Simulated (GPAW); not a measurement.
# Surface energy and work function of Cd(0001) from slabs of 3 to 12 layers (LDA)

How do energy and work function of Cd(0001) films settle with thickness, and what surface energy follows?

Set-up. GPAW 26.7.0, plane waves at 450 eV with PAW setups; symmetric 1×1 slabs cut at the tabulated lattice constant (two decimals; low-temperature values for the alkali metals), atoms at bulk places, 7.5 Å of vacuum on each side, one in-plane mesh for all thicknesses, Fermi-Dirac smearing of 0.1 eV. Energies are extrapolated to zero smearing and count from the program's reference atoms. Functional LDA. The cell's area is 7.691 Å².

The runs, one held back:

```
layers  energy (eV)  work function (eV)
     3      −4.6025                4.28
     4      −6.2723                4.15
     5      −7.9102                4.14
     6      −9.5961                4.20
     7     −11.2689                4.21
     8     −12.9345                4.19
     9     −14.5882                4.17
    10     −16.2560                4.19
    11     −17.9259                4.19
    12            ?                   ?
```

**Question.** What surface energy do these runs give, and what energy and work function should the 12-layer slab have?

Worked answer. A slab of n layers has E(n) = nε + 2Aγ once its middle is bulk-like. A line through n = 6 to 11 has the slope ε = −1.6647 eV a layer and the intercept 2Aγ = 0.3882 eV (r.m.s. residual 4.2 meV). So γ = 0.3882 / (2 × 7.691 Å²) = 0.0252 eV/Å² = 0.40 J/m², with a standard error of about 0.01 J/m² from the scatter about the line. For 12 layers: 0.3882 + 12 × (−1.6647) = −19.588 eV; the run gives −19.591 eV, 3.5 meV under the line. The work function has no such law: from 6 to 11 layers it moves between 4.17 and 4.21 eV (mean 4.19), and the 12-layer slab gives 4.17 eV. The thinnest slab, 3 layers, lies +0.09 eV from that mean. The values go up and down with thickness, as expected where levels confined across the film cross the Fermi level one by one.

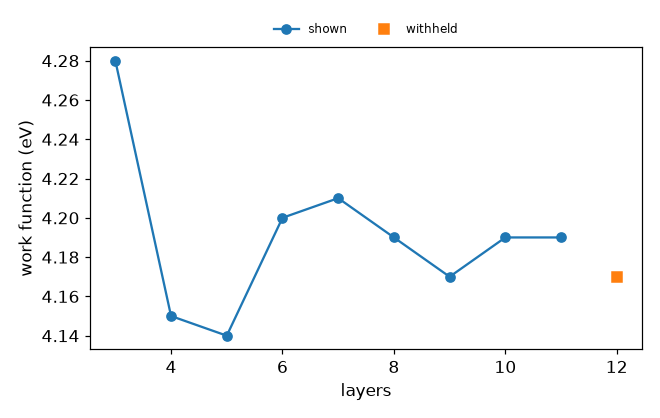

Work function against thickness.

**Limits.** The surfaces are unrelaxed, so γ is an upper bound for this functional and lattice constant. The tabulated lattice constant isn't the functional's own, which strains the slab a little.

[Logs are printed without paths, hosts, clocks, repeated set-up lines and the standing remarks that a program may print on its own settings, such as how far it seeks lower states.]
